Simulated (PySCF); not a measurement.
**CH5NSi (SMILES C[Si]N): levels of theory compared**

Aim: a comparison of 5 runs (HF/6-31G**, B3LYP/6-31G*, M06-2X/def2-TZVP, MP2/6-31+G*) of CH5NSi. 

The results are computed with PySCF 2.14.0.

### Step 1. The structure to begin with

CH5NSi has 8 atoms, charge 0, and is taken as a singlet. As SMILES, `C[Si]N`. The shape is that of a PBE0-D4/def2-TZVP optimisation. This is one conformer, not always the lowest.

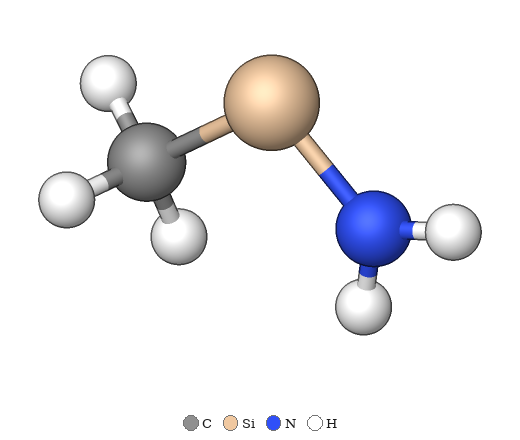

Viewed from a chosen angle; carbon grey, silicon light orange, nitrogen blue, hydrogen white.

### Step 2. Energy and gradient at HF/6-31G(d,p) (spherical functions) (run 1)

input.xyz reads:

```xyz
8
CH5NSi
C     -0.660000     0.824700    -0.552100
Si     0.963800     0.653800     0.427700
N      0.932200    -1.034400     0.690700
H     -1.026400    -0.101800    -1.004300
H     -0.562500     1.583400    -1.334100
H     -1.431400     1.195000     0.135900
H      1.651200    -1.501900     1.220100
H      0.225200    -1.675700     0.360300
```

input.py reads:

```python
from pyscf import gto, scf

mol = gto.Mole()
mol.atom = 'input.xyz'
mol.max_memory = 1860
mol.basis = '6-31g**'
mol.verbose = 4
mol.build()

hf = scf.RHF(mol)
hf.conv_tol = 1e-10
hf.kernel()
if not hf.converged:
    hf = hf.newton().run(hf.mo_coeff, hf.mo_occ)

energy = hf.e_tot
print('E(%s) = %.9f' % ('HF', energy))
grad = hf.nuc_grad_method().kernel()
hf.analyze()
```

Command:

```bash
$ OMP_NUM_THREADS=1 python input.py
```

What it wrote:

```text
PySCF version 2.14.0

[... 64 lines left out ...]
converged SCF energy = -384.145794213254
[... 21 lines left out ...]
MO #1   energy= -68.7570351329712  occ= 2
[... 6 lines left out ...]
MO #8   energy= -1.13932193983459  occ= 2
[... 6 lines left out ...]
MO #15  energy= -0.421302649290661 occ= 2
[... 6 lines left out ...]
MO #22  energy= 0.309985727757266  occ= 0
[... 6 lines left out ...]
MO #29  energy= 0.675867437457793  occ= 0
[... 6 lines left out ...]
MO #36  energy= 1.0263351318058    occ= 0
[... 6 lines left out ...]
MO #43  energy= 1.28289284347166   occ= 0
[... 6 lines left out ...]
MO #50  energy= 2.04364625261987   occ= 0
[... 6 lines left out ...]
MO #57  energy= 2.57217117250296   occ= 0
[... 6 lines left out ...]
MO #64  energy= 3.14173381034781   occ= 0
[... 6 lines left out ...]
MO #71  energy= 3.81199978322729   occ= 0
[... 43 lines left out ...]
pop of  2 N 3dxy          0.00154
pop of  2 N 3dyz          0.00078
pop of  2 N 3dz^2         0.00080
pop of  2 N 3dxz          0.00152
pop of  2 N 3dx2-y2       0.00135
pop of  3 H 1s            0.90638
pop of  3 H 2s            0.00597
pop of  3 H 2px           0.00018
pop of  3 H 2py           0.00067
pop of  3 H 2pz           0.00020
pop of  4 H 1s            0.89216
pop of  4 H 2s            0.00560
pop of  4 H 2px           0.00004
pop of  4 H 2py           0.00048
pop of  4 H 2pz           0.00052
pop of  5 H 1s            0.89196
pop of  5 H 2s            0.00573
pop of  5 H 2px           0.00058
pop of  5 H 2py           0.00013
pop of  5 H 2pz           0.00033
pop of  6 H 1s            0.75981
pop of  6 H 2s            0.01143
pop of  6 H 2px           0.00097
pop of  6 H 2py           0.00035
pop of  6 H 2pz           0.00104
pop of  7 H 1s            0.76959
pop of  7 H 2s            0.01197
pop of  7 H 2px           0.00095
pop of  7 H 2py           0.00063
pop of  7 H 2pz           0.00080
 ** Mulliken atomic charges  **
charge of    0C =     -0.55008
charge of    1Si =      0.49600
charge of    2N =     -0.67743
charge of    3H =      0.08659
charge of    4H =      0.10119
charge of    5H =      0.10127
charge of    6H =      0.22640
charge of    7H =      0.21606
Dipole moment(X, Y, Z, Debye): -0.88011, -1.92157, -0.18846
```

It took 5.1 s on 1 thread of Intel Xeon at 2.70GHz, shared host; peak memory 0.14 GiB.

### Step 3. Energy and forces at B3LYP/6-31G(d) (spherical functions) (run 2)

input.py reads:

```python
from pyscf import gto, dft

molecule = gto.M(
    atom='''
C     -1.247219     1.558457    -1.043318
Si     1.821318     1.235503     0.808236
N      1.761603    -1.954733     1.305234
H     -1.939615    -0.192374    -1.897852
H     -1.062971     2.992192    -2.521084
H     -2.704954     2.258223     0.256814
H      3.120316    -2.838180     2.305655
H      0.425566    -3.166614     0.680868
''',
    verbose=4,
    basis='6-31g*',
    unit='bohr',
    max_memory=1860,
)

mf = dft.RKS(molecule, xc='b3lyp')
mf.conv_tol = 1e-10
mf.grids.level = 5
mf.kernel()
if not mf.converged:
    mf = mf.newton().run(mf.mo_coeff, mf.mo_occ)

e_tot = mf.e_tot
print('Final energy', e_tot)
grad = mf.nuc_grad_method().kernel()
dip = mf.dip_moment()
pop, q = mf.mulliken_pop()
```

Command:

```bash
$ OMP_NUM_THREADS=1 python input.py
```

What it wrote:

```text
PySCF version 2.14.0

[... 76 lines left out ...]
converged SCF energy = -385.350839937972
Final energy -385.35083993797207
[... 12 lines left out ...]
Dipole moment(X, Y, Z, Debye): -0.90657, -2.09564, -0.15405
[... 26 lines left out ...]
pop of  1 Si 4py          0.08599
pop of  1 Si 4pz          0.11887
pop of  1 Si 3dxy         0.01700
pop of  1 Si 3dyz         0.02437
pop of  1 Si 3dz^2        0.01721
pop of  1 Si 3dxz         0.02222
pop of  1 Si 3dx2-y2      0.05665
pop of  2 N 1s            1.99684
pop of  2 N 2s            0.78159
pop of  2 N 3s            0.82623
pop of  2 N 2px           0.81232
pop of  2 N 2py           0.84537
pop of  2 N 2pz           0.86714
pop of  2 N 3px           0.53519
pop of  2 N 3py           0.44214
pop of  2 N 3pz           0.69317
pop of  2 N 3dxy          0.00847
pop of  2 N 3dyz          0.00295
pop of  2 N 3dz^2         0.00129
pop of  2 N 3dxz          0.00370
pop of  2 N 3dx2-y2       0.00074
pop of  3 H 1s            0.52004
pop of  3 H 2s            0.33513
pop of  4 H 1s            0.51773
pop of  4 H 2s            0.31703
pop of  5 H 1s            0.51471
pop of  5 H 2s            0.32130
pop of  6 H 1s            0.50505
pop of  6 H 2s            0.15744
pop of  7 H 1s            0.50419
pop of  7 H 2s            0.17202
 ** Mulliken atomic charges  **
charge of    0C =     -0.69769
charge of    1Si =      0.37947
charge of    2N =     -0.81714
charge of    3H =      0.14483
charge of    4H =      0.16524
charge of    5H =      0.16399
charge of    6H =      0.33751
charge of    7H =      0.32379
```

It took 16 s on 1 thread of Intel Xeon at 2.70GHz, shared host; peak memory 0.57 GiB.

### Step 4. Energy and gradient at B3LYP/6-31G(d) (Cartesian functions) (run 3)

input.py reads:

```python
from pyscf import gto, dft

mol = gto.Mole()
mol.atom = '''
C     -1.247219     1.558457    -1.043318
Si     1.821318     1.235503     0.808236
N      1.761603    -1.954733     1.305234
H     -1.939615    -0.192374    -1.897852
H     -1.062971     2.992192    -2.521084
H     -2.704954     2.258223     0.256814
H      3.120316    -2.838180     2.305655
H      0.425566    -3.166614     0.680868
'''
mol.max_memory = 1860
mol.basis = '6-31g*'
mol.cart = True
mol.charge = 0
mol.unit = 'bohr'
mol.verbose = 3
mol.build()

mf = dft.RKS(mol, xc='b3lyp')
mf.grids.level = 5
mf.conv_tol = 1e-10
mf.kernel()
if not mf.converged:
    mf = mf.newton().run(mf.mo_coeff, mf.mo_occ)

e_final = mf.e_tot
print('E(%s) = %.9f' % ('B3LYP', e_final))
grad = mf.nuc_grad_method().kernel()
mf.analyze()
```

Command:

```bash
$ OMP_NUM_THREADS=1 python input.py
```

What it wrote:

```text
converged SCF energy = -385.354481344452
E(B3LYP) = -385.354481344
--------------- RKS gradients ---------------
         x                y                z
0 C     0.0028842683    -0.0008542156     0.0010738239
1 Si    -0.0069234907    -0.0093996789    -0.0022762172
2 N     0.0001993975     0.0034968390    -0.0003674592
3 H     0.0014954868     0.0016287878     0.0014090278
4 H     0.0003186433    -0.0011004399     0.0018657707
5 H     0.0021035018    -0.0006146501    -0.0005374851
6 H    -0.0034829802     0.0027362946    -0.0026959015
7 H     0.0034058963     0.0041057012     0.0015288075
----------------------------------------------
**** MO energy ****
MO #1   energy= -66.1173678170838  occ= 2
MO #2   energy= -14.3310462610629  occ= 2
MO #3   energy= -10.1556950585187  occ= 2
MO #4   energy= -5.26291348381273  occ= 2
MO #5   energy= -3.62496685738334  occ= 2
MO #6   energy= -3.62082012742221  occ= 2
MO #7   energy= -3.61670622689755  occ= 2
MO #8   energy= -0.855290111058872 occ= 2
MO #9   energy= -0.684503339966128 occ= 2
MO #10  energy= -0.502211322343614 occ= 2
MO #11  energy= -0.495312902791953 occ= 2
MO #12  energy= -0.39760361456831  occ= 2
MO #13  energy= -0.392717139652897 occ= 2
MO #14  energy= -0.334242524763085 occ= 2
MO #15  energy= -0.284405003801485 occ= 2
MO #16  energy= -0.207390112136381 occ= 2
MO #17  energy= -0.0365277722555861 occ= 0
MO #18  energy= 0.0424333178105103 occ= 0
MO #19  energy= 0.0793715070852308 occ= 0
MO #20  energy= 0.118606897378088  occ= 0
MO #21  energy= 0.133467175237387  occ= 0
MO #22  energy= 0.162359317765255  occ= 0
MO #23  energy= 0.167760460752472  occ= 0
MO #24  energy= 0.197107553287477  occ= 0
MO #25  energy= 0.25400472934028   occ= 0
MO #26  energy= 0.286165352661276  occ= 0
MO #27  energy= 0.350577010627482  occ= 0
MO #28  energy= 0.381579951560857  occ= 0
MO #29  energy= 0.4751195826763    occ= 0
MO #30  energy= 0.510166870214468  occ= 0
MO #31  energy= 0.598111435936624  occ= 0
MO #32  energy= 0.620971518148801  occ= 0
MO #33  energy= 0.700036496265899  occ= 0
MO #34  energy= 0.750719590373736  occ= 0
MO #35  energy= 0.770142762180361  occ= 0
MO #36  energy= 0.776355970067111  occ= 0
MO #37  energy= 0.802464780926701  occ= 0
MO #38  energy= 0.883624676638249  occ= 0
MO #39  energy= 0.89238013540418   occ= 0
MO #40  energy= 0.904642135345604  occ= 0
MO #41  energy= 0.912502392822629  occ= 0
MO #42  energy= 0.974724985768146  occ= 0
MO #43  energy= 1.02176365964126   occ= 0
MO #44  energy= 1.06681473592973   occ= 0
MO #45  energy= 1.12865541833158   occ= 0
MO #46  energy= 1.22608097639954   occ= 0
MO #47  energy= 1.6663209562938    occ= 0
MO #48  energy= 1.72592892221029   occ= 0
MO #49  energy= 1.74309444106906   occ= 0
MO #50  energy= 1.84525863620788   occ= 0
MO #51  energy= 2.13877428752614   occ= 0
MO #52  energy= 2.15317185439957   occ= 0
MO #53  energy= 2.26364356075838   occ= 0
MO #54  energy= 2.26880929394344   occ= 0
MO #55  energy= 2.3608650722731    occ= 0
MO #56  energy= 2.43281771315728   occ= 0
MO #57  energy= 3.00750814151236   occ= 0
MO #58  energy= 3.68369262582359   occ= 0
MO #59  energy= 4.18866831452194   occ= 0
 ** Mulliken atomic charges  **
charge of    0C =     -0.54841
charge of    1Si =      0.38462
charge of    2N =     -0.58941
charge of    3H =      0.09405
charge of    4H =      0.11192
charge of    5H =      0.11261
charge of    6H =      0.22461
charge of    7H =      0.21001
Dipole moment(X, Y, Z, Debye): -0.90496, -2.08880, -0.15430
```

It took 17 s on 1 thread of Intel Xeon at 2.70GHz, shared host; peak memory 0.59 GiB.

Run 4 isn't shown in full; the table further down has it.

### Step 5. Energy and forces at MP2/6-31+G(d) (spherical functions) (run 5)

run.py reads:

```python
import pyscf.grad
from pyscf import gto, scf, mp

mol = gto.M(
    atom=[
    ('C', (-0.660000, 0.824700, -0.552100)),
    ('Si', (0.963800, 0.653800, 0.427700)),
    ('N', (0.932200, -1.034400, 0.690700)),
    ('H', (-1.026400, -0.101800, -1.004300)),
    ('H', (-0.562500, 1.583400, -1.334100)),
    ('H', (-1.431400, 1.195000, 0.135900)),
    ('H', (1.651200, -1.501900, 1.220100)),
    ('H', (0.225200, -1.675700, 0.360300)),
],
    max_memory=1860,
    basis='6-31+g*',
    verbose=3,
)

calc0 = scf.RHF(mol)
calc0.conv_tol = 1e-10
calc0.kernel()
if not calc0.converged:
    calc0 = calc0.newton().run(calc0.mo_coeff, calc0.mo_occ)

pt = mp.MP2(calc0, frozen=7).run()
e_tot = pt.e_tot
print('Final energy', e_tot)
grad = pt.Gradients().kernel()
dip = calc0.dip_moment()
pop, q = calc0.mulliken_pop()
```

Command:

```bash
$ OMP_NUM_THREADS=1 python run.py
```

What it wrote:

```text
converged SCF energy = -384.13799152461
E(RMP2) = -384.512187008184  E_corr = -0.374195483573601
E(SCS-RMP2) = -384.511214332306  E_corr = -0.373222807696211
Final energy -384.51218700818384
--------------- RMP2 gradients ---------------
         x                y                z
0 C     0.0007340443    -0.0010087123    -0.0007010332
1 Si    -0.0034667494    -0.0114574534     0.0002548277
2 N     0.0002424002     0.0036528233    -0.0001882614
3 H     0.0005730256     0.0013761232     0.0009649436
4 H     0.0002952141    -0.0005621998     0.0015655848
5 H     0.0016016193    -0.0003501999    -0.0003553089
6 H    -0.0050417685     0.0036374387    -0.0039432702
7 H     0.0050622144     0.0047121801     0.0024025176
----------------------------------------------
Dipole moment(X, Y, Z, Debye): -0.84656, -1.75339, -0.20384
 ** Mulliken pop  **
pop of  0 C 1s            1.99773
pop of  0 C 2s            0.63393
pop of  0 C 3s            0.78650
pop of  0 C 4s            0.03463
pop of  0 C 2px           0.69880
pop of  0 C 2py           0.67639
pop of  0 C 2pz           0.67629
pop of  0 C 3px           0.48757
pop of  0 C 3py           0.43371
pop of  0 C 3pz           0.44791
pop of  0 C 4px           0.00526
pop of  0 C 4py           0.01182
pop of  0 C 4pz           0.01367
pop of  0 C 3dxy          0.00459
pop of  0 C 3dyz          0.01284
pop of  0 C 3dz^2         0.00147
pop of  0 C 3dxz          0.00786
pop of  0 C 3dx2-y2       0.00638
pop of  1 Si 1s           1.99972
pop of  1 Si 2s           1.99935
pop of  1 Si 3s           1.04580
pop of  1 Si 4s           0.65229
pop of  1 Si 5s           0.13666
pop of  1 Si 2px          1.99105
pop of  1 Si 2py          1.99161
pop of  1 Si 2pz          1.98882
pop of  1 Si 3px          0.53165
pop of  1 Si 3py          0.52758
pop of  1 Si 3pz          0.27565
pop of  1 Si 4px          0.08195
pop of  1 Si 4py         -0.01076
pop of  1 Si 4pz          0.02885
pop of  1 Si 5px         -0.00002
pop of  1 Si 5py          0.01515
pop of  1 Si 5pz          0.00167
pop of  1 Si 3dxy         0.01574
pop of  1 Si 3dyz         0.02624
pop of  1 Si 3dz^2        0.01713
pop of  1 Si 3dxz         0.02715
pop of  1 Si 3dx2-y2      0.06578
pop of  2 N 1s            1.99772
pop of  2 N 2s            0.75532
pop of  2 N 3s            0.91014
pop of  2 N 4s           -0.05152
pop of  2 N 2px           0.79422
pop of  2 N 2py           0.82867
pop of  2 N 2pz           0.85244
pop of  2 N 3px           0.61077
pop of  2 N 3py           0.51172
pop of  2 N 3pz           0.73967
pop of  2 N 4px           0.04078
pop of  2 N 4py           0.01556
pop of  2 N 4pz           0.08961
pop of  2 N 3dxy          0.01045
pop of  2 N 3dyz          0.00391
pop of  2 N 3dz^2         0.00142
pop of  2 N 3dxz          0.00477
pop of  2 N 3dx2-y2       0.00182
pop of  3 H 1s            0.51638
pop of  3 H 2s            0.28506
pop of  4 H 1s            0.51468
pop of  4 H 2s            0.27157
pop of  5 H 1s            0.51111
pop of  5 H 2s            0.27405
pop of  6 H 1s            0.49365
pop of  6 H 2s            0.08113
pop of  7 H 1s            0.49148
pop of  7 H 2s            0.09704
 ** Mulliken atomic charges  **
charge of    0C =     -0.93734
charge of    1Si =      0.59096
charge of    2N =     -1.11748
charge of    3H =      0.19856
charge of    4H =      0.21376
charge of    5H =      0.21484
charge of    6H =      0.42523
charge of    7H =      0.41148
```

Wall time 7.5 s (1 thread of Intel Xeon at 2.70GHz, shared host); peak memory 0.34 GiB.

### Step 6. The series

```
run                               level  integration grid  Cartesian functions  energy (Eh)  dipole moment (D) of the reference  HOMO energy (eV)  LUMO energy (eV)  wall time
  1    HF/6-31G** (spherical functions)                 –                   no  -384.145794                                2.12             -8.33              2.29      5.1 s
  2  B3LYP/6-31G* (spherical functions)                 5                   no  -385.350840                                2.29             -5.64             -0.99       16 s
  3  B3LYP/6-31G* (Cartesian functions)                 5                  yes  -385.354481                                2.28             -5.64             -0.99       17 s
  4                    M06-2X/def2-TZVP                 5                   no  -385.338861                                1.81             -7.05             -0.24       67 s
  5   MP2/6-31+G* (spherical functions)                 –                   no  -384.512187                                1.96             -8.47              1.51      7.5 s
```

### Step 7. What came out

| quantity | value |
| --- | --- |
| run 5: total energy | -384.51219 Eh |
| run 5: dipole moment (Hartree–Fock density) | 1.96 D |
| run 5: HOMO energy (Hartree–Fock orbitals) | -8.47 eV |
| run 5: LUMO energy (Hartree–Fock orbitals) | 1.51 eV |
| run 5: HOMO–LUMO gap (Hartree–Fock orbitals) | 9.98 eV |
| run 5: correlation energy (7 core orbitals frozen) | -374.2 mEh |
| run 5: largest force on an atom | 0.616 eV/Å |

Over runs 1, 2, 3, 4 the dipole moment (its size) runs from 1.81 D (M06-2X/def2-TZVP) to 2.29 D (B3LYP/6-31G*). The two ends differ in method and basis. Over runs 1, 2, 3, 4 the HOMO–LUMO gap runs from 4.65 eV (B3LYP/6-31G*) to 10.62 eV (HF/6-31G**). Totals of different functionals can't be ranked against each other. All runs together took 1.9 min, the longest 67 s.
